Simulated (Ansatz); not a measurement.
# Hf3Si2O: from a guess to a relaxed structure

Where does this trial cell of Hf3Si2O go when cell and atoms are let free?

Program: Ansatz 0.2.0. Level of theory: DFT PBE, scalar-relativistic, plane waves, PAW. These are calculated values, not measurements.

### Step 1. The structure to begin with

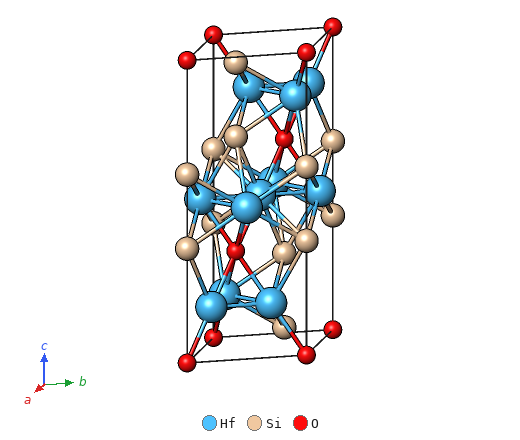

Start, viewed slightly off an axis; hafnium blue, silicon light orange, oxygen red. Atoms on the faces are drawn again on the opposite ones. The cell drawn here is the conventional one.

As a file:

```cif
data_structure
_symmetry_space_group_name_H-M 'P 1'
_symmetry_Int_Tables_number 1
_cell_length_a 5.2452
_cell_length_b 5.2452
_cell_length_c 5.2452
_cell_angle_alpha 59.686
_cell_angle_beta 59.686
_cell_angle_gamma 59.686
_cell_volume 101.31
loop_
_atom_site_label
_atom_site_type_symbol
_atom_site_fract_x
_atom_site_fract_y
_atom_site_fract_z
_atom_site_occupancy
Hf1 Hf 0.50000 0.00000 0.00000 1
Hf2 Hf 0.00000 0.50000 0.00000 1
Hf3 Hf 0.00000 0.00000 0.50000 1
Si1 Si 0.62237 0.62237 0.62237 1
Si2 Si 0.37763 0.37763 0.37763 1
O1 O 0.00000 0.00000 0.00000 1
```

The cell is invented: species swapped into a database cell of Er2AlFe3 (R-3m, No. 166), with Si on the Er sites, O on the Al sites and Hf on the Fe sites. Its size is a rough estimate.

### Step 2. Probe: one point on a coarse mesh

The input, input.yaml:

```yaml
crystal:
  lattice:
    - [2.6101268, 1.50695741, 4.29281889]
    - [-2.6101268, 1.50695741, 4.29281889]
    - [0.0, -3.01391482, 4.29281889]
  atoms:
    - { symbol: Hf, position: [0.5, 0.0, 0.0] }
    - { symbol: Hf, position: [0.0, 0.5, 0.0] }
    - { symbol: Hf, position: [0.0, 0.0, 0.5] }
    - { symbol: Si, position: [0.62237102, 0.62237102, 0.62237102] }
    - { symbol: Si, position: [0.37762898, 0.37762898, 0.37762898] }
    - { symbol: O, position: [0.0, 0.0, 0.0] }
basis:
  ecutwfc: 420
kpoints:
  mp_grid: { grid: [6, 6, 6] }
hamiltonian:
  xc: pbe
scf:
  occupations: { method: gaussian, width: 0.1 }
  lower_state_search: "off"
output:
  forces: true
  stress: true
  eigenvalues: true
```

Started as:

```sh
> ansatz run input.yaml --threads 1 --pin off --max-ram 2560MiB --backend cpu --events-out ev --progress --plain --runs-dir out
```

The program printed, shortened:

```text
[...]
SCF converged after 8 iterations
Free energy (F): -49000.234455 eV
[...]
E sigma→0 (E₀):  -49000.222795 eV
Entropy (-TS):   -0.023320 eV (-3.887 meV/atom)
Fermi energy:    16.527241 eV
[...]
--- Forces (eV/Å), atoms counted from 1 ---
  atom   1  Hf     0.00000000     0.00000000    -0.00000000
  atom   2  Hf     0.00000000     0.00000000     0.00000000
  atom   3  Hf    -0.00000000    -0.00000000     0.00000000
  atom   4  Si     0.00000000    -0.00000000    -0.25469094
  atom   5  Si    -0.00000000     0.00000000     0.25469094
  atom   6  O     -0.00000000     0.00000000    -0.00000000
[...]
--- Stress (GPa, compression-positive) ---
       19.833082       0.000000      -0.000000
        0.000000      19.833082      -0.000000
       -0.000000      -0.000000     -29.518474
  P = ⅓ Tr σ = 3.3826 GPa (33.826 kbar)
--- Band table (eV; the first three rows and the last of 32) ---
[...]
```

Wall time 21 s (1 thread of Intel Xeon at 2.50GHz (Skylake/Cascade Lake), shared host); peak memory 0.48 GiB.

Read-out: pressure 3.4 GPa, largest force 0.25 eV/Å, gap on this mesh none (metal). The relaxation goes to the converged mesh at once.

### Step 3. Relaxation on the finer mesh

input.yaml: that of step 2 with these lines changed.

```diff
@@ -15,3 +15,3 @@
 kpoints:
-  mp_grid: { grid: [6, 6, 6] }
+  mp_grid: { grid: [12, 12, 12] }
 hamiltonian:
@@ -20,3 +20,2 @@
   occupations: { method: gaussian, width: 0.1 }
-  lower_state_search: "off"
 output:
@@ -25 +24,6 @@
   eigenvalues: true
+relax:
+  adjacent_minimum: "off"
+  f_tol: 0.01
+  max_steps: 80
+  cell: { stress_tol: 0.05 }
```

Started as:

```sh
> ansatz run input.yaml --threads 1 --pin off --max-ram 2560MiB --backend cpu --events-out ev --progress --plain --runs-dir out
```

The program printed:

```text
Warning: RAYON_NUM_THREADS=1 ignored (pool sized by the plan → 1); use --threads N
Engine: ansatz 0.2.0, x86_64-unknown-linux-gnu
Pseudopotentials: kind: paw
Pseudopotential: Hf, paw, valence charge 26, recommended cutoff 420 eV (normal), Hf.paw.azcp
Pseudopotential: Si, paw, valence charge 4, recommended cutoff 420 eV (normal), Si.paw.azcp
Pseudopotential: O, paw, valence charge 6, recommended cutoff 420 eV (normal), O.paw.azcp
Functional definition: PBE
  parameter kappa = 0.804
  parameter beta = 0.06672455060314922
  exchange = pbe_x(kappa = kappa, mu = beta*pi^2/3)
  correlation = pbe_c(beta = beta)
Crystal: 6 atoms, lattice volume = 101.311 Å³
Basis set: ecut = 420 eV, 1989 PW (Γ), exchange–correlation on 72×72×72 points (8 copies of the dense FFT grid, shifted against one another)
Bands: 56, of which v1, the nominal top of the filled ones, is band 46 counted from 1 (45 counted from 0)
Symmetry: 12 space group operations
Space group: R-3m (ITA 166), of the structure as read, at distance tolerance 4.7e-5 Å
k-points: 189 of 1728
Non-local potential: Hf, projectors of the file, l = 0: 3, l = 1: 2, l = 2: 2, l = 3: 3
Non-local potential: Si, projectors of the file, l = 0: 2, l = 1: 2, l = 2: 2
Non-local potential: O, projectors of the file, l = 0: 2, l = 1: 2, l = 2: 1
PAW form: soft (Blöchl's): semilocal exchange-correlation on the pseudo side does not see the compensation charge
PAW one-centre angular grid: Hf, 590 points (default); XC on 64 Gauss nodes
PAW one-centre angular grid: Si, 110 points (default); XC on 64 Gauss nodes
PAW one-centre angular grid: O, 110 points (default); XC on 64 Gauss nodes
Initial density: superposition of atomic densities (neutral atoms: chi_scale 0, normalization atom), corrected by the library's trained network
Initial wavefunctions: pseudopotential atomic-orbital guess
Functional: x = pbe(κ = 0.804, μ = 0.2195149727645171), c = pbe(β = 0.06672455060314922)
SCF iter   1: F=—  HF=-49000.271789 eV  |F-HF|=—  |Δ(HF+E_count)|=         —  Δρ=7.76e-3  dr2=6.51e-2  ethr=1.77e-3  ⟨swp⟩=5.8  Hψ=35546  notcnv=0  defer=17
preconditioner: auto → Kerker (q_TF=auto, 2.685 Å⁻¹)  [metal: Δε(μ)=0.001 eV  Ē_g=16.261 eV  σ=0.100 eV  W_gap=0.01  n_scr=26 (ndim 8)  ℏωp=34.2 eV  f_vac=0.000  D(μ)=4.66/eV (n_scr^D=50)]
SCF iter   2: F=—  HF=-49000.263025 eV  |F-HF|=—  |Δ(HF+E_count)|=   8.76e-3  Δρ=4.06e-3  dr2=2.05e-2  ethr=7.08e-5  ⟨swp⟩=1.7  Hψ=12832  notcnv=0  defer=32
SCF iter   3: F=—  HF=-49000.259969 eV  |F-HF|=—  |Δ(HF+E_count)|=   3.06e-3  Δρ=7.60e-4  dr2=1.01e-3  ethr=2.23e-5  ⟨swp⟩=2.1  Hψ=13976  notcnv=0  defer=32
SCF iter   4: F=—  HF=-49000.259892 eV  |F-HF|=—  |Δ(HF+E_count)|=   7.68e-5  Δρ=4.82e-4  dr2=1.56e-4  ethr=1.09e-6  ⟨swp⟩=2.9  Hψ=19423  notcnv=0  defer=32
SCF iter   5: F=—  HF=-49000.259729 eV  |F-HF|=—  |Δ(HF+E_count)|=   1.63e-4  Δρ=1.56e-4  dr2=1.54e-5  ethr=1.70e-7  ⟨swp⟩=2.4  Hψ=18372  notcnv=0  defer=32
SCF iter   6: F=—  HF=-49000.259749 eV  |F-HF|=—  |Δ(HF+E_count)|=   1.98e-5  Δρ=2.92e-5  dr2=1.12e-6  ethr=1.68e-8  ⟨swp⟩=2.4  Hψ=17434  notcnv=0  defer=32
SCF iter   7: F=-49000.259749 eV  HF=-49000.259749 eV  |F-HF|=7.02e-8  |Δ(HF+E_count)|=   2.03e-7  Δρ=7.85e-6  dr2=7.11e-8  ethr=1.09e-10  ⟨swp⟩=10.9  Hψ=67458  notcnv=0
SCF 1 converged in 7 iterations: F = -49000.259749 eV  dr2 = 7.11e-8
relax step   1: F+E_penalty+E_count = -49000.25974904 eV  Δ(F+E_penalty+E_count) = +0.000e0 eV  max|allowed force component| = 3.514e-1 eV/Å  Δτ_max = 0.0000 Å  P = +3.082 GPa  Ω = 101.311 Å³  (7 SCF iters, dr2 threshold 1.00e-7 eV, accepted)
[... from here on, the SCF cycles and remarks between the steps are left out ...]
relax step   2: F+E_penalty+E_count = -49001.68207491 eV  Δ(F+E_penalty+E_count) = -1.422e0 eV  max|allowed force component| = 3.981e-1 eV/Å  Δτ_max = 0.0215 Å  P = -0.367 GPa  Ω = 101.971 Å³  energy of the carried Pulay correction = -7.255e-4 eV  (8 SCF iters, dr2 threshold 6.00e-7 eV, accepted)
relax step   3: F+E_penalty+E_count = -49002.66364662 eV  Δ(F+E_penalty+E_count) = -9.816e-1 eV  max|allowed force component| = 5.916e-1 eV/Å  Δτ_max = 0.0263 Å  P = -0.115 GPa  Ω = 99.901 Å³  energy of the carried Pulay correction = +1.565e-3 eV  (8 SCF iters, dr2 threshold 6.00e-7 eV, accepted)
relax step   4: F+E_penalty+E_count = -49003.81646505 eV  Δ(F+E_penalty+E_count) = -1.153e0 eV  max|allowed force component| = 8.010e-1 eV/Å  Δτ_max = 0.0521 Å  P = -0.173 GPa  Ω = 97.847 Å³  energy of the carried Pulay correction = +3.886e-3 eV  (9 SCF iters, dr2 threshold 6.00e-7 eV, accepted)
relax step   5: F+E_penalty+E_count = -49004.85355049 eV  Δ(F+E_penalty+E_count) = -1.037e0 eV  max|allowed force component| = 4.571e-1 eV/Å  Δτ_max = 0.0533 Å  P = +1.772 GPa  Ω = 95.280 Å³  energy of the carried Pulay correction = +6.854e-3 eV  (8 SCF iters, dr2 threshold 6.00e-7 eV, accepted)
relax step   6: F+E_penalty+E_count = -49005.51124840 eV  Δ(F+E_penalty+E_count) = -6.577e-1 eV  max|allowed force component| = 3.741e-1 eV/Å  Δτ_max = 0.0480 Å  P = +4.424 GPa  Ω = 93.346 Å³  energy of the carried Pulay correction = +9.143e-3 eV  (8 SCF iters, dr2 threshold 6.00e-7 eV, accepted)
relax step   7: F+E_penalty+E_count = -49005.64908710 eV  Δ(F+E_penalty+E_count) = -1.378e-1 eV  max|allowed force component| = 9.687e-2 eV/Å  Δτ_max = 0.0459 Å  P = -0.583 GPa  Ω = 96.710 Å³  energy of the carried Pulay correction = +5.191e-3 eV  (8 SCF iters, dr2 threshold 6.00e-7 eV, accepted)
relax step   8: F+E_penalty+E_count = -49005.65435164 eV  Δ(F+E_penalty+E_count) = -5.265e-3 eV  max|allowed force component| = 7.857e-3 eV/Å  Δτ_max = 0.0086 Å  P = -0.189 GPa  Ω = 96.370 Å³  energy of the carried Pulay correction = +5.584e-3 eV  (6 SCF iters, dr2 threshold 6.00e-7 eV, accepted)
relax step   9: F+E_penalty+E_count = -49005.65456564 eV  Δ(F+E_penalty+E_count) = -2.140e-4 eV  max|allowed force component| = 1.258e-2 eV/Å  Δτ_max = 0.0007 Å  P = +0.011 GPa  Ω = 96.244 Å³  energy of the carried Pulay correction = +5.730e-3 eV  (5 SCF iters, dr2 threshold 9.66e-8 eV, accepted)
relax step  10: F+E_penalty+E_count = -49005.65456262 eV  Δ(F+E_penalty+E_count) = +3.021e-6 eV  max|allowed force component| = 3.144e-4 eV/Å  Δτ_max = 0.0005 Å  P = -0.001 GPa  Ω = 96.251 Å³  energy of the carried Pulay correction = +5.722e-3 eV  (4 SCF iters, dr2 threshold 9.89e-9 eV, accepted)
relax step  11: F+E_penalty+E_count = -49005.72686278 eV  Δ(F+E_penalty+E_count) = -7.230e-2 eV  max|allowed force component| = 6.022e-4 eV/Å  Δτ_max = 0.0000 Å  P = +0.875 GPa  Ω = 96.251 Å³  stress off target by 1.34e0 GPa  SCF on the basis re-selected at this cell (its energy is not comparable with the rows above)  (9 SCF iters)
relax step  12: F+E_penalty+E_count = -49005.72988290 eV  Δ(F+E_penalty+E_count) = -3.020e-3 eV  max|allowed force component| = 1.727e-3 eV/Å  Δτ_max = 0.0030 Å  P = +0.041 GPa  Ω = 96.885 Å³  energy of the carried Pulay correction = -6.783e-4 eV  (6 SCF iters, dr2 threshold 6.00e-7 eV, accepted)
relax step  13: F+E_penalty+E_count = -49005.72987517 eV  Δ(F+E_penalty+E_count) = +7.732e-6 eV  max|allowed force component| = 4.418e-3 eV/Å  Δτ_max = 0.0003 Å  P = +0.008 GPa  Ω = 96.918 Å³  energy of the carried Pulay correction = -7.168e-4 eV  (5 SCF iters, dr2 threshold 2.26e-8 eV, accepted)
relax step  14: F+E_penalty+E_count = -49005.73064919 eV  Δ(F+E_penalty+E_count) = -7.740e-4 eV  max|allowed force component| = 4.391e-3 eV/Å  Δτ_max = 0.0000 Å  P = +0.020 GPa  Ω = 96.918 Å³  stress off target by 2.05e-2 GPa  SCF on the basis re-selected at this cell (its energy is not comparable with the rows above)  (6 SCF iters)
basis re-selected at this cell: Δ(F+E_penalty+E_count) = -7.740e-4 eV, ΔP = +0.011 GPa vs the last step (what re-selecting the basis moved, of the pressure what is left beyond the Pulay correction that the steps carried, after the strain that the cell walked since its last selection, with what the two solves' SCF thresholds leave and, on support functions, any second-order correction that the steps lacked; it is no measure of the basis error at this ecutwfc). This SCF's stress stands 2.05e-2 GPa from its target on what of the cell is left free (relax.cell.stress_tol is 5.00e-2 GPa) and its largest allowed force component is 4.39e-3 eV/Å (relax.f_tol is 1.00e-2 eV/Å): within both
SCF converged after 6 iterations
Free energy (F): -49005.730649 eV
Harris-Foulkes:  -49005.730649 eV  (|F-HF|=7.28e-12)
Internal energy: -49005.713428 eV  (E = F + TS)
E sigma→0 (E₀):  -49005.722038 eV
Entropy (-TS):   -0.017221 eV (-2.870 meV/atom)
Fermi energy:    17.933134 eV
--- Per-component energies (eV) ---
  E_band       = 60.496790
  E_kinetic    = 1533.587715
  E_local      = -18214.967362  (includes V_loc(G=0)·N_el)
  E_nonlocal   = -3633.972316
  E_hartree    = 8566.686556
  E_xc         = -1087.021893
  E_vxc        = -990.423291  (∫ρ·V_xc dr)
  E_paw        = -21964.264791  (= ΣΔE_a)
  E_vpaw       = 4232.896335  (= ΣTr[D̂ρ^β])
  E_aug_tail   = 0.002436  (compensation charges beyond the density's cutoff)
  E_ewald      = -14205.763773
  E_smearing   = -0.017221  (= −TS)
  E_closure    = 0.000000  (closes the sum)
  Σ components = -49005.730649   (vs F -49005.730649, Δ=0.00e0)
--- Forces (eV/Å), atoms counted from 1 ---
  atom   1  Hf    -0.00000000    -0.00000000     0.00000000
  atom   2  Hf    -0.00000000     0.00000000     0.00000000
  atom   3  Hf     0.00000000    -0.00000000    -0.00000000
  atom   4  Si    -0.00000000    -0.00000000     0.00439065
  atom   5  Si     0.00000000     0.00000000    -0.00439065
  atom   6  O      0.00000000     0.00000000     0.00000000
  max |Σ_I F_I| component: 8.41e-29 eV/Å
--- Stress (GPa, compression-positive) ---
        0.020512      -0.000000      -0.000000
       -0.000000       0.020512       0.000000
       -0.000000       0.000000       0.018061
  P = ⅓ Tr σ = 0.0197 GPa (0.197 kbar)
--- Band table (eV; the first three rows and the last of 189) ---
  k-point 0: bands = ["-44.3249", "-44.2482", "-44.2482", "-13.6157", "-13.2581", "-13.2581", "-13.0266", "-13.0061", "-13.0061", "-12.7459", "-12.5598", "-12.5598", "-2.6504", "5.6674", "5.6985", "5.6985", "5.7177", "5.7177", "5.7223", "5.7259", "5.7284", "5.7346", "5.7419", "5.7419", "5.7506", "5.7506", "5.7825", "5.7825", "5.7904", "5.7904", "5.7914", "5.8051", "5.8051", "5.8337", "6.8995", "12.2377", "12.3804", "12.3804", "12.8241", "13.3090", "13.7159", "13.7159", "15.8679", "15.9882", "15.9882", "16.5198", "16.5198", "18.4844", "20.4723", "20.4723", "20.6048", "21.1693", "21.6725", "21.6725", "22.2864", "22.2864"]
[... 3 lines left out ...]
--- Relaxed structure (12 steps of the walk, 12 accepted, 2 SCFs on fresh bases) ---
  F+E_penalty+E_count = -49005.73064919 eV   max|allowed force component| = 4.391e-3 eV/Å   (the final SCF, on the basis selected at the relaxed cell)
  cell:  # Å, volume = 96.9179 Å³
    - [2.9712315546597754, 1.715441337907532, 3.169132988151284]
    - [-2.9712315546597754, 1.715441337907532, 3.169132988151284]
    - [-1.960597422859261e-17, -3.430882675815064, 3.169132988151284]
  atoms:
    - { symbol: Hf, position: [0.5, 2.7755575615628914e-17, 5.551115123125783e-17] }
    - { symbol: Hf, position: [2.7755575615628914e-17, 0.5, 5.551115123125783e-17] }
    - { symbol: Hf, position: [5.551115123125783e-17, 5.551115123125783e-17, 0.5] }
    - { symbol: Si, position: [0.6173720724508573, 0.6173720724508573, 0.6173720724508573] }
    - { symbol: Si, position: [0.38262792754914293, 0.38262792754914293, 0.38262792754914293] }
    - { symbol: O, position: [-1.3469963990466284e-19, -1.3469963990466306e-19, -1.3469963990466306e-19] }
```

Wall time 33 min (1 thread of Intel Xeon at 2.50GHz (Skylake/Cascade Lake), shared host); peak memory 0.98 GiB.

Relaxation path:

```csv
step,energy from step 1 (eV/cell),largest force component (eV/Å),pressure (GPa),volume (Å³)
1,0.0000,0.3514,3.08,101.31
2,-1.4223,0.3981,-0.37,101.97
3,-2.4039,0.5916,-0.11,99.90
4,-3.5567,0.8010,-0.17,97.85
5,-4.5938,0.4571,1.77,95.28
6,-5.2515,0.3741,4.42,93.35
7,-5.3893,0.0969,-0.58,96.71
8,-5.3946,0.0079,-0.19,96.37
9,-5.3948,0.0126,0.01,96.24
10,-5.3948,0.0003,0.00,96.25
11,-5.4671,0.0006,0.87,96.25
12,-5.4701,0.0017,0.04,96.88
13,-5.4701,0.0044,0.01,96.92
14,-5.4709,0.0044,0.02,96.92
```

Step 1 is the start. Steps 11, 14 each repeat the geometry before them on a plane-wave basis chosen anew, so the energy can jump there without any move.

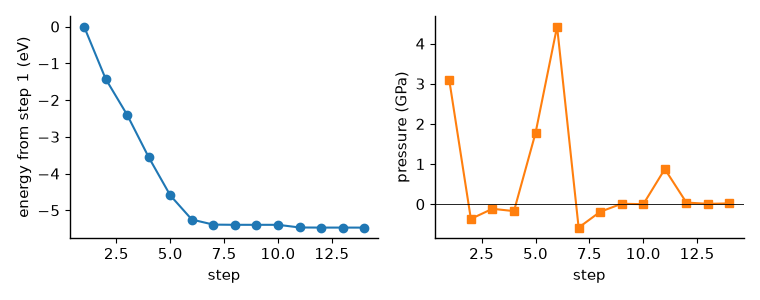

Energy and pressure along the relaxation.

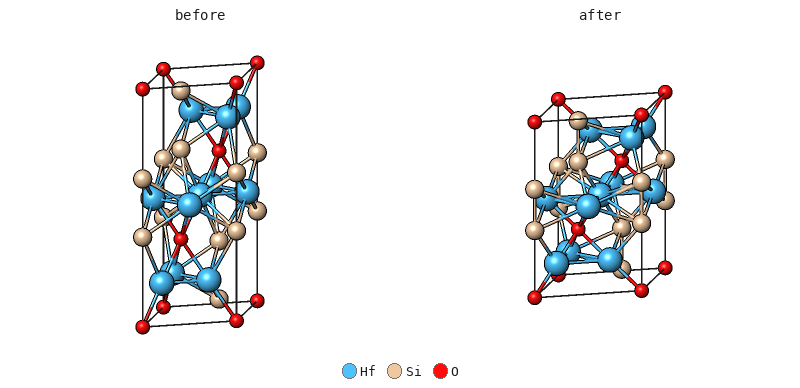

Before and after, at one scale.

Lengths and angles in the start's conventional setting:

|  | before | after | change |
| --- | --- | --- | --- |
| a (Å) | 5.220 | 5.942 | +13.8 % |
| b (Å) | 5.220 | 5.942 | +13.8 % |
| c (Å) | 12.878 | 9.507 | -26.2 % |
| volume (Å³/atom) | 16.89 | 16.15 | -4.3 % |
| shortest distance (Å) | 2.610 | 2.232 | -14.5 % |
| space group (0.01 Å) | R-3m | R-3m | same |

Forces and stress were held to the start's 12 operations: a distortion of lower symmetry was not tested.

### Step 4. Summary of results

```
                                                              quantity                                                                       value
                                symmetry at the end (tolerance 0.05 Å)                                                  space group R-3m (No. 166)
                                                     conventional cell  a = 5.942 Å, b = 5.942 Å, c = 9.507 Å, α = 90.00°, β = 90.00°, γ = 120.00°
                                                                volume                                                               16.15 Å³/atom
energy over the elements (uncorrected; H, N, O, F and Cl as molecules)                                                               -0.84 eV/atom
                                                       gap on the mesh                                                                none (metal)
```

**Reading.** The space group R-3m (No. 166) is kept, and the volume per atom shrinks by 4.3 % from the first guess. A negative formation energy is needed for stability but isn't enough; other structures and compounds were not set against it here. No finished test with a distortion of lower symmetry is shown, so the end may be a saddle point. The runs treat Hf without spin-orbit coupling.
